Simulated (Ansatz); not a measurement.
# ClH3Si: a nudged elastic band in two tries

Aim: a band of images between two relaxed ends for this system.

Method: RKS PBE0-D4/def2-mTZVP, in Ansatz 0.2.0.

## (1) The structure to begin with

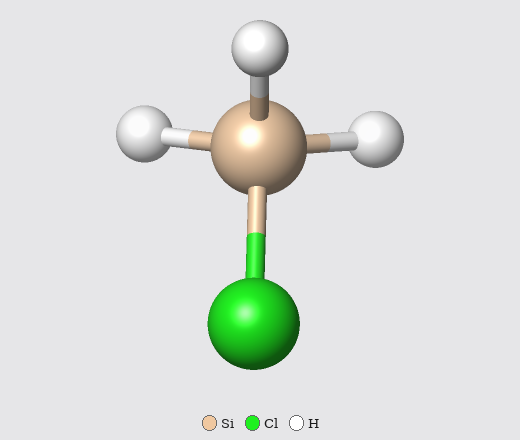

Start, viewed from a free direction; silicon light orange, chlorine green, hydrogen white.

Structure file:

```xyz
5

Si    0.2862    0.0000    0.0924
Cl    0.6740    0.0000    2.1211
H     1.5759    0.0000   -0.6359
H    -0.4922    1.2154   -0.2398
H    -0.4922   -1.2154   -0.2398
```

## (2) First attempt

input.yaml reads:

```yaml
crystal:
  periodic: [false, false, false]
  atoms:
    - { symbol: Si, position_ang: [0.28623, 0.0, 0.092365] }
    - { symbol: Cl, position_ang: [0.673964, 0.0, 2.121125] }
    - { symbol: H, position_ang: [1.575946, 0.0, -0.635903] }
    - { symbol: H, position_ang: [-0.49217, 1.215366, -0.239793] }
    - { symbol: H, position_ang: [-0.49217, -1.215366, -0.239793] }
magnetization:
  spin_polarized: true
  initial_magnetization: 1
basis:
  gaussian: { orbitals: def2-mTZVP }
hamiltonian:
  xc: pbe0
  dispersion: d4
neb:
  order_check: false
  images: 5
  f_tol: 0.05
  max_iterations: 8
  final_atoms:
    - { symbol: Si, position_ang: [-0.24333029, 0.0, -0.76973831] }
    - { symbol: Cl, position_ang: [1.33612523, 0.0, 1.28861326] }
    - { symbol: H, position_ang: [2.46815082, 0.0, 0.6579707] }
    - { symbol: H, position_ang: [-1.00457288, 1.101286, -0.03942232] }
    - { symbol: H, position_ang: [-1.00457288, -1.101286, -0.03942232] }
  initial_path:
    images:
      - { positions_ang: [[0.28623, 0.0, 0.092365], [0.673964, 0.0, 2.121125], [1.575946, 0.0, -0.635903], [-0.49217, 1.215366, -0.239793], [-0.49217, -1.215366, -0.239793]] }
      - { positions_ang: [[0.19075548, 0.0, 0.061668], [0.87358535, 0.0, 2.06466734], [1.60256723, 0.0, -0.38506416], [-0.55755403, 1.20737733, -0.32163509], [-0.55755403, -1.20737733, -0.32163509]] }
      - { positions_ang: [[0.09528096, 0.0, 0.03097101], [1.07320671, 0.0, 2.00820968], [1.62918846, 0.0, -0.13422531], [-0.62293807, 1.19938867, -0.40347719], [-0.62293807, -1.19938867, -0.40347719]] }
      - { positions_ang: [[-0.00019356, 0.0, 0.00027401], [1.27282806, 0.0, 1.95175202], [1.65580969, 0.0, 0.11661353], [-0.6883221, 1.1914, -0.48531928], [-0.6883221, -1.1914, -0.48531928]] }
      - { positions_ang: [[-0.08123913, 0.0, -0.25639676], [1.29392712, 0.0, 1.73070577], [1.92659007, 0.0, 0.29706592], [-0.79373903, 1.161362, -0.33668696], [-0.79373903, -1.161362, -0.33668696]] }
      - { positions_ang: [[-0.16228471, 0.0, -0.51306754], [1.31502618, 0.0, 1.50965951], [2.19737045, 0.0, 0.47751831], [-0.89915596, 1.131324, -0.18805464], [-0.89915596, -1.131324, -0.18805464]] }
      - { positions_ang: [[-0.24333029, 0.0, -0.76973831], [1.33612523, 0.0, 1.28861326], [2.46815082, 0.0, 0.6579707], [-1.00457288, 1.101286, -0.03942232], [-1.00457288, -1.101286, -0.03942232]] }
```

On the command line:

```
ansatz run input.yaml --threads 1 --pin off --max-ram 2048MiB --backend cpu --events-out ev --progress --plain --runs-dir out
```

What it wrote:

```text
Error: a molecule whose nuclei and cores have a total charge of 34 cannot have a net charge of 0 together with 1 unpaired electrons
```

It took 0.03 s on 1 thread of Intel Xeon 6975P-C (Granite Rapids), shared host; peak memory 0.053 GiB.

## (3) Reading the log

The program refused the input before any cycle. It says: «a molecule whose nuclei and cores have a total charge of 34 cannot have a net charge of 0 together with 1 unpaired electrons»

The number of unpaired electrons doesn't fit the number of electrons: even goes with even, odd with odd.

Remedy: restore the multiplicity.

## (4) Second try

input.yaml: that of step 2 with these lines changed.

```diff
@@ -8,5 +8,2 @@
     - { symbol: H, position_ang: [-0.49217, -1.215366, -0.239793] }
-magnetization:
-  spin_polarized: true
-  initial_magnetization: 1
 basis:
@@ -20,3 +17,3 @@
   f_tol: 0.05
-  max_iterations: 8
+  max_iterations: 60
   final_atoms:
```

On the command line:

```
ansatz run input.yaml --threads 1 --pin off --max-ram 2048MiB --backend cpu --events-out ev --progress --plain --runs-dir out
```

The limit on steps is raised as well. From its log:

```text
NEB iter   1: max|band force component| = 5.784e0 eV/Å  barrier→ = 4.4187 eV  barrier← = 1.2813 eV  Δτ_max = 0.2000 Å  (162 SCF iters)
NEB iter   2: max|band force component| = 2.849e0 eV/Å  barrier→ = 3.6635 eV  barrier← = 0.5261 eV  Δτ_max = 0.1797 Å  (125 SCF iters)
NEB iter   3: max|band force component| = 1.541e0 eV/Å  barrier→ = 3.5104 eV  barrier← = 0.3730 eV  Δτ_max = 0.1977 Å  (127 SCF iters)
[...]
NEB iter   8: max|band force component| = 1.371e-1 eV/Å  barrier→ = 3.3118 eV  barrier← = 0.1744 eV  CI = image 4  Δτ_max = 0.0170 Å  (115 SCF iters)
NEB iter   9: max|band force component| = 7.570e-2 eV/Å  barrier→ = 3.3114 eV  barrier← = 0.1740 eV  CI = image 4  Δτ_max = 0.0185 Å  (112 SCF iters)
NEB iter  10: max|band force component| = 4.794e-2 eV/Å  barrier→ = 3.3115 eV  barrier← = 0.1741 eV  CI = image 4  Δτ_max = 0.0000 Å  (231 SCF iters)
```

Wall time 31 s (1 thread of Intel Xeon 6975P-C (Granite Rapids), shared host); peak memory 0.12 GiB.

Second try: 10 iterations, highest image 3.31 eV above the first end.

## (5) What came out

| quantity | value |
| --- | --- |
| first try | refused |
| cause | the number of unpaired electrons doesn't fit the number of electrons: even goes with even, odd with odd |

What this shows: The fault in the first input was caught at the input check and cost nothing.
